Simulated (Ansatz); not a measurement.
## Two runs on H₂O

System: H₂O.
Method of run 1: RHF-CCSD(T), frozen core/def2-TZVPP (Ansatz 0.2.0).

The geometry comes from this level: PBE0-D4/def2-TZVP. Text and figures count atoms from 1; the logs count them from 0 in places.

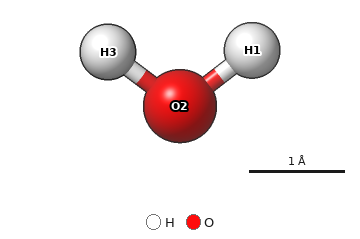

The structure as given in the input (ball-and-stick view, seen on its broad side; atoms are numbered from 1 in the order of the input). Bond lengths as drawn: H–O 0.96 Å.

### Input file, run 1
```yaml
crystal:
  periodic: [false, false, false]
  atoms:
    - {symbol: H, position_ang: [-0.414513, -1.854785, 0.711212]}
    - {symbol: O, position_ang: [0.140268, -1.219786, 1.169209]}
    - {symbol: H, position_ang: [0.784353, -1.748629, 1.644844]}
basis:
  gaussian: {orbitals: def2-TZVPP}
correlation: {method: ccsd_t}
```

Launched with:
```bash
ansatz run in.yaml --threads 4 --pin off --events-out ev --progress --plain --max-ram 46080MiB --backend cpu
```

Hardware: 4 CPU threads, shared host.

### Output (run 1)
```
Functional definition: HF
  exchange = exact_x
  correlation = 0
361 factors; integrals over basis functions are off by at most 7.6e-4 eV
mean field evaluation 1: about -2067.9901 eV, gradient 3.3e1 eV
mean field evaluation 2: about -2067.9897 eV, gradient 3.3e1 eV
mean field evaluation 4: about -2069.7553 eV, gradient 1.4e0 eV
mean field evaluation 8: about -2069.7625 eV, gradient 2.7e-5 eV
mean field evaluation 16: about -2069.7620 eV, gradient 3.3e-1 eV
mean field -2069.76245952 eV, -76.0623674521 hartree, gradient 3.6e-6 eV, S^2 0.000000; 0 other end points of the search recorded, 0 dependent functions left out
1 core orbitals not correlated: weight in the atoms' cores, before any rotation towards them, 1.000 or more for the frozen orbitals, at most 0.000 for the correlated occupied ones
reference -2069.76245952 eV, -76.0623674521 hartree; 4, 4 occupied and 54, 54 virtual orbitals, 361 factors
second order -7.10549804 eV of doubles, -0.00000000 eV of singles
cycle   1  -7.11157775 eV  change   -6.1e-3 eV  update   4.1e-2
cycle   2  -7.24297972 eV  change   -1.3e-1 eV  update   1.1e-2
cycle   3  -7.26694667 eV  change   -2.4e-2 eV  update   4.3e-3
cycle   4  -7.26557115 eV  change    1.4e-3 eV  update   8.0e-4
cycle   5  -7.26595895 eV  change   -3.9e-4 eV  update   2.9e-4
cycle   6  -7.26602951 eV  change   -7.1e-5 eV  update   7.7e-5
cycle   7  -7.26602631 eV  change    3.2e-6 eV  update   2.6e-5
cycle   8  -7.26602311 eV  change    3.2e-6 eV  update   7.2e-6
perturbative correction -0.20739519 eV, -0.0076216327 hartree
Total energy: -2077.23587782 eV, -76.3370105089 hartree
```

The input of run 2 differs as follows (lines with − go, lines with + come):
```diff
-    - {symbol: H, position_ang: [-0.414513, -1.854785, 0.711212]}
-    - {symbol: O, position_ang: [0.140268, -1.219786, 1.169209]}
-    - {symbol: H, position_ang: [0.784353, -1.748629, 1.644844]}
+    - {symbol: H, position_ang: [-0.658814, -1.590008, -0.033725]}
+    - {symbol: O, position_ang: [-0.289389, -1.492007, -0.913876]}
+    - {symbol: H, position_ang: [-1.048525, -1.430989, -1.497623]}
```

What does this change do to the results?

The energy is the same within 0.01 kcal/mol.

### Output (run 2)
```
Functional definition: HF
  exchange = exact_x
  correlation = 0
361 factors; integrals over basis functions are off by at most 7.6e-4 eV
mean field evaluation 1: about -2067.9900 eV, gradient 3.3e1 eV
mean field evaluation 2: about -2067.9896 eV, gradient 3.3e1 eV
mean field evaluation 4: about -2069.7552 eV, gradient 1.4e0 eV
mean field evaluation 8: about -2069.7625 eV, gradient 2.7e-5 eV
mean field evaluation 16: about -2069.7620 eV, gradient 3.3e-1 eV
mean field -2069.76245824 eV, -76.0623674049 hartree, gradient 3.6e-6 eV, S^2 0.000000; 0 other end points of the search recorded, 0 dependent functions left out
1 core orbitals not correlated: weight in the atoms' cores, before any rotation towards them, 1.000 or more for the frozen orbitals, at most 0.000 for the correlated occupied ones
reference -2069.76245824 eV, -76.0623674049 hartree; 4, 4 occupied and 54, 54 virtual orbitals, 361 factors
second order -7.10550253 eV of doubles, -0.00000000 eV of singles
cycle   1  -7.11158156 eV  change   -6.1e-3 eV  update   4.1e-2
cycle   2  -7.24298360 eV  change   -1.3e-1 eV  update   1.1e-2
cycle   3  -7.26695105 eV  change   -2.4e-2 eV  update   4.3e-3
cycle   4  -7.26557511 eV  change    1.4e-3 eV  update   8.0e-4
cycle   5  -7.26596294 eV  change   -3.9e-4 eV  update   2.9e-4
cycle   6  -7.26603382 eV  change   -7.1e-5 eV  update   7.7e-5
cycle   7  -7.26603036 eV  change    3.5e-6 eV  update   2.6e-5
cycle   8  -7.26602713 eV  change    3.2e-6 eV  update   7.2e-6
perturbative correction -0.20739574 eV, -0.0076216527 hartree
Total energy: -2077.23588110 eV, -76.3370106296 hartree
```

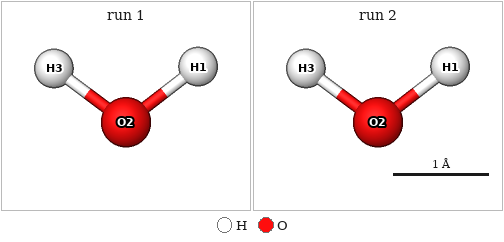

The two input geometries at one scale (ball-and-stick view, seen at a tilt). No atom moves by more than 0.005 Å after the best rigid fit.

### The two runs side by side

| quantity | run 1 | run 2 |
| --- | --- | --- |
| outcome | converged | converged |
| total energy (hartree) | −76.337011 | −76.337011 |
